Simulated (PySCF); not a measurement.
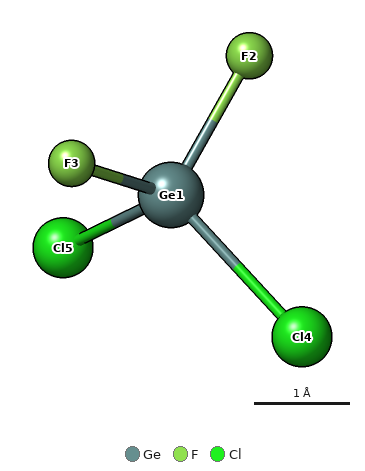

The structure (ball-and-stick view, seen at a tilt; atoms are numbered from 1 in the order of the input). Sticks mark near contacts. Bond lengths as drawn: Cl–Ge 2.11 Å and F–Ge 1.71 Å.

## GeCl2F2: one change and its effect

System: GeCl2F2.
Method of run A: GIAO B3LYP/pcSseg-1 Ge:pcSseg-2 NMR shielding, non-relativistic, gas phase (PySCF 2.14.0).

The geometry comes from this level: PBE0-D3(BJ)/def2-SVP. Text and figures count atoms from 1; the logs count them from 0 in places.

## Input file, run A
```
{"job": {"kind": "nmr", "xc": "B3LYP", "basis": {"default": "pcSseg-1", "Ge": "pcSseg-2"}, "pop": false}, "charge": 0, "multiplicity": 1}
Ge     0.040560    -0.000424     0.039184
F     -0.083325    -0.019789     1.745391
F      1.717279     0.002754    -0.300037
Cl    -0.837608     1.756272    -0.721888
Cl    -0.836915    -1.738813    -0.762650
```

The first line tells a small driver script what to run in PySCF; the rest is the geometry in Å.

Hardware: 1 CPU thread, shared host.

## Output (run A)
```
coarse grid: 30648 points
cycle   1  E = -3197.1246583952  dE = -1.254e-01  |g| = 1.453e+00  |ddm| = 2.207e+00
cycle   2  E = -3196.6581251978  dE =  4.665e-01  |g| = 2.409e+00  |ddm| = 1.685e+00
cycle   3  E = -3197.3237666014  dE = -6.656e-01  |g| = 2.256e-01  |ddm| = 1.151e+00
cycle   4  E = -3197.3295983212  dE = -5.832e-03  |g| = 1.289e-01  |ddm| = 1.747e-01
cycle   5  E = -3197.3316914135  dE = -2.093e-03  |g| = 1.047e-02  |ddm| = 6.694e-02
cycle   6  E = -3197.3317175509  dE = -2.614e-05  |g| = 3.359e-03  |ddm| = 1.322e-02
cycle   7  E = -3197.3317203222  dE = -2.771e-06  |g| = 7.294e-04  |ddm| = 3.599e-03
final grid: 59744 points
cycle   8  E = -3197.3316873552  dE =  8.695e-09  |g| = 9.017e-04  |ddm| = 1.667e-03
cycle   9  E = -3197.3316872039  dE =  1.513e-07  |g| = 1.280e-03  |ddm| = 1.931e-03
cycle  10  E = -3197.3316875396  dE = -3.358e-07  |g| = 1.641e-04  |ddm| = 1.071e-03
cycle  11  E = -3197.3316875417  dE = -2.075e-09  |g| = 1.417e-05  |ddm| = 7.247e-05
cycle  12  E = -3197.3316875418  dE = -4.593e-11  |g| = 5.716e-06  |ddm| = 1.135e-05
converged SCF energy = -3197.3316875418

GIAO shielding tensors (ppm)
atom      isotropic    diamagn.    paramagn.     s11        s22        s33       span
  0 Ge    1301.814    2758.552   -1456.738   1243.698   1285.088   1376.657    132.959
  1 F      271.035     471.325    -200.290    210.390    217.208    385.506    175.116
  2 F      270.681     471.365    -200.684    210.251    216.898    384.894    174.643
  3 Cl     803.926    1147.399    -343.473    669.021    688.770   1053.987    384.966
  4 Cl     804.114    1147.401    -343.287    669.339    689.073   1053.931    384.592
```

Run B used a changed input.

## The two runs side by side

```csv
quantity,run A,run B
outcome,converged,converged
total energy (hartree),−3197.331688,−3196.392421
HOMO (eV),−9.89,−8.69
LUMO (eV),−2.41,−3.11
dipole moment (D),1.16,1.05
shielding of Ge1 (ppm),1301.8,1267.6
shielding of F2 (ppm),271.0,245.4
shielding of F3 (ppm),270.7,245.0
shielding of Cl4 (ppm),803.9,776.8
shielding of Cl5 (ppm),804.1,777.0
SCF iterations,12,13
basis functions,145,145
wall time (shared host),8.2 s,11 s
```

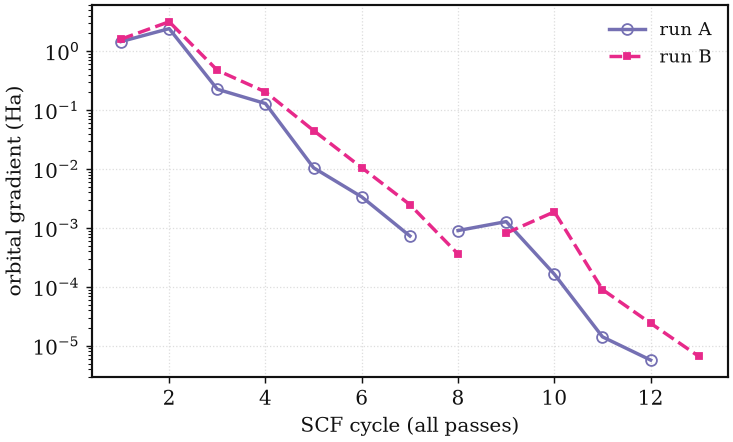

Convergence of the two runs: orbital gradient against the SCF cycle. A break in a curve parts two SCF passes (coarse and final grid). Run A takes 12 cycles in all, and run B takes 13.

What was changed in the input?

The change (lines with − go, lines with + come):
```diff
-"xc": "B3LYP"
+"xc": "PBE"
```

The total energies belong to different methods, so their difference says nothing on which is more stable or more accurate. The HOMO goes from −9.89 to −8.69 eV. The LUMO goes from −2.41 to −3.11 eV. The dipole moment goes from 1.16 to 1.05 D. Of all shieldings, the largest change is that of Ge1, by −34.2 ppm. The functional changes from B3LYP to PBE. Exact exchange removes part of the self-interaction error of semilocal functionals, which pushes filled and empty levels apart. The SCF takes 13 iterations against 12.

## Output (run B)
```
coarse grid: 30648 points
cycle   1  E = -3196.1659804187  dE = -7.537e-02  |g| = 1.597e+00  |ddm| = 2.264e+00
cycle   2  E = -3195.2013004074  dE =  9.647e-01  |g| = 3.153e+00  |ddm| = 2.067e+00
cycle   3  E = -3196.3560180218  dE = -1.155e+00  |g| = 4.730e-01  |ddm| = 1.645e+00
cycle   4  E = -3196.3868338667  dE = -3.082e-02  |g| = 2.031e-01  |ddm| = 3.574e-01
cycle   5  E = -3196.3918945292  dE = -5.061e-03  |g| = 4.486e-02  |ddm| = 1.388e-01
cycle   6  E = -3196.3924280552  dE = -5.335e-04  |g| = 1.052e-02  |ddm| = 5.401e-02
cycle   7  E = -3196.3924549211  dE = -2.687e-05  |g| = 2.482e-03  |ddm| = 1.106e-02
cycle   8  E = -3196.3924561301  dE = -1.209e-06  |g| = 3.600e-04  |ddm| = 2.206e-03
final grid: 59744 points
cycle   9  E = -3196.3924206723  dE =  1.545e-08  |g| = 8.156e-04  |ddm| = 9.317e-04
cycle  10  E = -3196.3924202397  dE =  4.326e-07  |g| = 1.877e-03  |ddm| = 1.366e-03
cycle  11  E = -3196.3924207751  dE = -5.355e-07  |g| = 8.995e-05  |ddm| = 9.327e-04
cycle  12  E = -3196.3924207769  dE = -1.769e-09  |g| = 2.410e-05  |ddm| = 8.435e-05
cycle  13  E = -3196.3924207769  dE = -4.184e-11  |g| = 6.607e-06  |ddm| = 1.315e-05
converged SCF energy = -3196.3924207769

GIAO shielding tensors (ppm)
atom      isotropic    diamagn.    paramagn.     s11        s22        s33       span
  0 Ge    1267.616    2759.616   -1492.000   1221.139   1252.693   1329.016    107.877
  1 F      245.384     470.820    -225.435    179.835    184.881    371.437    191.602
  2 F      245.020     470.856    -225.837    179.704    184.594    370.762    191.058
  3 Cl     776.797    1147.253    -370.456    632.933    655.556   1041.900    408.967
  4 Cl     776.984    1147.255    -370.271    633.250    655.863   1041.840    408.591
```

For both runs: Spin–orbit coupling is left out, which matters for the heavy atoms.
